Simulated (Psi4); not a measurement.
## SnH3: energy and gradient calculation (part 1 of 2)

System: SnH3, multiplicity 4.
Method: B3LYP/def2-TZVP, UKS, core potentials def2 (Psi4 1.11).

The geometry is that of the parent species in another charge or spin state. The geometry comes from this level: PBE0-D4/def2-TZVP.

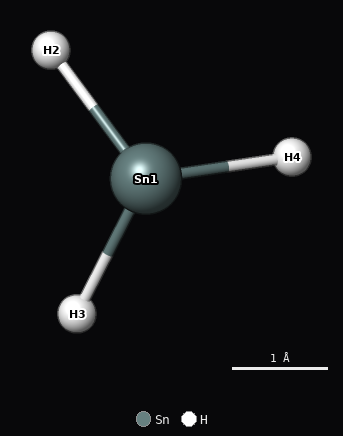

Figure 1. The structure (ball-and-stick view, seen on its broad side; atoms are numbered from 1 in the order of the input). Sticks mark near contacts. Bond lengths as drawn: H–Sn 1.71 Å.

Input file (input.inp)
```
memory 1600 mb

molecule {
  0 4
  Sn     0.52950126    -0.39986605    -0.51343859
  H      1.99403901     0.02078699     2.34647293
  H     -2.12594189    -2.21513696    -0.12094247
  H     -0.29271858     2.48026554    -1.75045331
  units au
  symmetry c1
  no_reorient
  no_com
}

set {
  basis def2-TZVP
  reference uks
  puream true
  e_convergence 1e-09
  d_convergence 1e-08
  scf_type pk
  dft_radial_points 99
  dft_spherical_points 590
  maxiter 200
}

E, wfn = gradient("b3lyp", return_wfn=True)
oeprop(wfn, "QUADRUPOLE", "DIPOLE", "WIBERG_LOWDIN_INDICES", title="B3LYP")
print_variables()
```

Run as:
```bash
psi4 -n 1 input.inp input.out
```

Output
```
Psi4 1.11 release

gradient() will perform analytic gradient computation.

   => Loading Basis Set <=

    Name: DEF2-TZVP
    Role: ORBITAL
    Keyword: BASIS

    !!!  WARNING: ECP capability is in beta. Please check occupations closely.  !!!

         ---------------------------------------------------------
                                   SCF
                              UKS Reference
                        1 Threads,   1525 MiB Core
         ---------------------------------------------------------

  ==> Geometry <==

    Molecular point group: c1
    Full point group: C1

    Geometry (in Bohr), charge = 0, multiplicity = 4:

       Center              X                  Y                   Z               Mass
    ------------   -----------------  -----------------  -----------------  -----------------
         SN           0.529501260000    -0.399866050000    -0.513438590000   119.902201630000
         H            1.994039010000     0.020786990000     2.346472930000     1.007825032230
         H           -2.125941890000    -2.215136960000    -0.120942470000     1.007825032230
         H           -0.292718580000     2.480265540000    -1.750453310000     1.007825032230

  Running in c1 symmetry.

  Rotational constants: A =      2.12900  B =      0.60991  C =      0.60988 [cm^-1]
  Rotational constants: A =  63825.73203  B =  18284.65030  C =  18283.67645 [MHz]
  Nuclear repulsion =   20.933398958520826

  Charge       = 0
  Multiplicity = 4
  Electrons    = 25
  Nalpha       = 14
  Nbeta        = 11

  ==> Algorithm <==

  SCF Algorithm Type is PK.
  DIIS enabled.
  MOM disabled.
  Fractional occupation disabled.
  Guess Type is SAD.
  Energy threshold   = 1.00e-09
  Density threshold  = 1.00e-08
  Integral threshold = 1.00e-12

  ==> Primary Basis <==

  Basis Set: DEF2-TZVP
    Blend: DEF2-TZVP
    Number of shells: 28
    Number of basis functions: 68
    Number of Cartesian functions: 77
    Spherical Harmonics?: true
    Max angular momentum: 3

  Core potential: DEF2-TZVP
    Number of shells: 4
    Number of ECP primitives: 18
    Number of ECP core electrons: 28
    Max angular momentum: 3

  ==> DFT Potential <==

   => LibXC <=

    Version 7.1.2

   => Composite Functional: B3LYP <=

    B3LYP Hyb-GGA Exchange-Correlation Functional

    Deriv               =              1
    GGA                 =           TRUE
    Meta                =          FALSE

    Exchange Hybrid     =           TRUE
    MP2 Hybrid          =          FALSE

   => Exchange Functionals <=

    0.0800   Slater exchange
    0.7200         Becke 88

   => Exact (HF) Exchange <=

    0.2000               HF

   => Correlation Functionals <=

    0.1900   Vosko, Wilk & Nusair (VWN5_RPA)
    0.8100   Lee, Yang & Parr

   => LibXC Density Thresholds  <==

    XC_HYB_GGA_XC_B3LYP:  1.00E-15

   => Molecular Quadrature <=

    Radial Scheme          =       TREUTLER
    Pruning Scheme         =           NONE
    Nuclear Scheme         =       TREUTLER

    Blocking Scheme        =         OCTREE
    BS radius alpha        =              1
    Pruning alpha          =              1
    Radial Points          =             99
    Spherical Points       =            590
    Total Points           =         224154
    Total Blocks           =           1681
    Max Points             =            256
    Max Functions          =             68
    Weights Tolerance      =       1.00E-15

  ==> Integral Setup <==

  Using in-core PK algorithm.
   Calculation information:
      Number of atoms:                   4
      Number of AO shells:              28
      Number of primitives:             47
      Number of atomic orbitals:        77
      Number of basis functions:        68

      Integral cutoff                 1.00e-12
      Number of threads:                 1

  Performing in-core PK
  Using 5506062 doubles for integral storage.
  We computed 82570 shell quartets total.
  Whereas there are 82621 unique shell quartets.

  ==> DiskJK: Disk-Based J/K Matrices <==

    J tasked:                  Yes
    K tasked:                  Yes
    wK tasked:                  No
    Memory [MiB]:              743
    Schwarz Cutoff:          1E-12

  Cached 100.0% of DFT collocation blocks in 0.391 [GiB].

  Minimum eigenvalue in the overlap matrix is 4.1001698436E-03.
  Reciprocal condition number of the overlap matrix is 9.2592968318E-04.
    Using symmetric orthogonalization.

  ==> Pre-Iterations <==

  SCF Guess: Superposition of Atomic Densities via on-the-fly atomic UHF (no occupation information).

 WARNING: Atomic UHF is not converging! Try casting from a smaller basis or call Rob at CCMST.
   -------------------------
    Irrep   Nso     Nmo
   -------------------------
     A         68      68
   -------------------------
    Total      68      68
   -------------------------

  ==> Iterations <==

                        Total Energy        Delta E     RMS |[F,P]|

   @UKS iter SAD:  -214.86749471573268   -2.14867e+02   0.00000e+00
   @UKS iter   1:  -215.67285210750794   -8.05357e-01   9.02525e-03 DIIS/ADIIS
   @UKS iter   2:  -215.57933253267933    9.35196e-02   1.16438e-02 DIIS/ADIIS
   @UKS iter   3:  -215.82079997680879   -2.41467e-01   3.37271e-03 DIIS/ADIIS
   @UKS iter   4:  -215.85494790873281   -3.41479e-02   7.07089e-04 DIIS/ADIIS
   @UKS iter   5:  -215.85544095448805   -4.93046e-04   8.70760e-04 DIIS/ADIIS
   @UKS iter   6:  -215.85803858812099   -2.59763e-03   2.09489e-04 DIIS/ADIIS
   @UKS iter   7:  -215.85860682132758   -5.68233e-04   1.31562e-04 DIIS/ADIIS
   @UKS iter   8:  -215.85896853495751   -3.61714e-04   7.12335e-05 DIIS
   @UKS iter   9:  -215.85915233922964   -1.83804e-04   5.80540e-05 DIIS
   @UKS iter  10:  -215.85924520910666   -9.28699e-05   5.27697e-05 DIIS
   @UKS iter  11:  -215.85929223174801   -4.70226e-05   5.16252e-05 DIIS
   @UKS iter  12:  -215.85932210289644   -2.98711e-05   5.21293e-05 DIIS
   @UKS iter  13:  -215.85920773758639    1.14365e-04   5.01617e-05 DIIS
   @UKS iter  14:  -215.85885661825296    3.51119e-04   5.97506e-05 DIIS
   @UKS iter  15:  -215.85875936620755    9.72520e-05   7.90915e-05 DIIS
   @UKS iter  16:  -215.85819462774421    5.64738e-04   3.33316e-04 DIIS/ADIIS
   @UKS iter  17:  -215.85858276663640   -3.88139e-04   1.66824e-04 DIIS/ADIIS
   @UKS iter  18:  -215.85868069926809   -9.79326e-05   9.66604e-05 DIIS
   @UKS iter  19:  -215.85873261972932   -5.19205e-05   3.48596e-05 DIIS
   @UKS iter  20:  -215.85873150309834    1.11663e-06   1.23054e-05 DIIS
   @UKS iter  21:  -215.85873213501316   -6.31915e-07   1.22424e-06 DIIS
   @UKS iter  22:  -215.85873186875548    2.66258e-07   1.04364e-06 DIIS
   @UKS iter  23:  -215.85873187659715   -7.84166e-09   5.38661e-07 DIIS
   @UKS iter  24:  -215.85873188116182   -4.56467e-09   3.66607e-07 DIIS
   @UKS iter  25:  -215.85873188112785    3.39639e-11   6.80055e-08 DIIS
   @UKS iter  26:  -215.85873188119461   -6.67626e-11   1.44515e-08 DIIS
   @UKS iter  27:  -215.85873188119771   -3.09797e-12   5.94431e-09 DIIS
  Energy and wave function converged.

  ==> Post-Iterations <==

   Electrons on quadrature grid:
      Nalpha   =   13.9999999757 ; deviation = -2.432e-08
      Nbeta    =   11.0000000071 ; deviation = 7.130e-09
      Ntotal   =   24.9999999828 ; deviation = -1.719e-08

   @Spin Contamination Metric:   4.960063058E-03
   @S^2 Expected:                3.750000000E+00
   @S^2 Observed:                3.754960063E+00
   @S   Expected:                1.500000000E+00
   @S   Observed:                1.500000000E+00

    Orbital Energies [Eh]
    ---------------------

    Alpha Occupied:

       1A     -5.118317     2A     -3.464939     3A     -3.455816
       4A     -3.452302     5A     -1.049431     6A     -1.049257
       7A     -1.041272     8A     -1.035108     9A     -1.033038
      10A     -0.563245    11A     -0.417587    12A     -0.362522
      13A     -0.240158    14A     -0.076751

    Alpha Virtual:

      15A     -0.012774    16A      0.001043    17A      0.070079
      18A      0.078742    19A      0.087563    20A      0.120661
      21A      0.134707    22A      0.136734    23A      0.227280
      24A      0.264321    25A      0.273985    26A      0.334284
      27A      0.381993    28A      0.398433    29A      0.621702
      30A      0.637203    31A      0.647875    32A      0.649795
      33A      0.660837    34A      0.666653    35A      0.686148
      36A      0.853696    37A      0.854213    38A      0.909803
      39A      1.048553    40A      1.050478    41A      1.070322
      42A      1.114074    43A      1.131263    44A      1.546722
      45A      1.568836    46A      1.599152    47A      1.625915
      48A      1.685378    49A      1.694102    50A      2.005931
      51A      2.071459    52A      2.116992    53A      2.168950
      54A      2.253108    55A      2.275204    56A      2.288319
      57A      2.355605    58A      2.359409    59A      2.362995
      60A      2.562428    61A      2.668974    62A      2.726702
      63A      3.373772    64A     36.159027    65A     36.759410
      66A     36.843377    67A     36.848093    68A    112.811027

    Beta Occupied:

       1A     -5.112277     2A     -3.459804     3A     -3.449705
       4A     -3.446986     5A     -1.041013     6A     -1.039973
       7A     -1.034271     8A     -1.027063     9A     -1.025181
      10A     -0.495550    11A     -0.319191

    Beta Virtual:

      12A     -0.265917    13A     -0.133881    14A      0.017918
      15A      0.022842    16A      0.024937    17A      0.089570
      18A      0.090688    19A      0.104372    20A      0.158269
      21A      0.158841    22A      0.160626    23A      0.260544
      24A      0.291687    25A      0.292236    26A      0.364997
      27A      0.426447    28A      0.427098    29A      0.650156
      30A      0.663411    31A      0.670728    32A      0.689056
      33A      0.693784    34A      0.696130    35A      0.720562
      36A      0.885276    37A      0.886119    38A      0.941231
      39A      1.070673    40A      1.074597    41A      1.105500
      42A      1.150160    43A      1.154774    44A      1.621897
      45A      1.649844    46A      1.651404    47A      1.708459
      48A      1.714356    49A      1.734678    50A      2.066809
      51A      2.166234    52A      2.167792    53A      2.201397
      54A      2.265973    55A      2.293167    56A      2.302465
      57A      2.373164    58A      2.375430    59A      2.376307
      60A      2.613517    61A      2.762017    62A      2.762624
      63A      3.397459    64A     36.163633    65A     36.764235
      66A     36.845060    67A     36.848992    68A    112.778063

    Final Occupation by Irrep:
              A
    DOCC [    11 ]
    SOCC [     3 ]
    NA   [    14 ]
    NB   [    11 ]

  @UKS Final Energy:  -215.85873188119771

   => Energetics <=
```
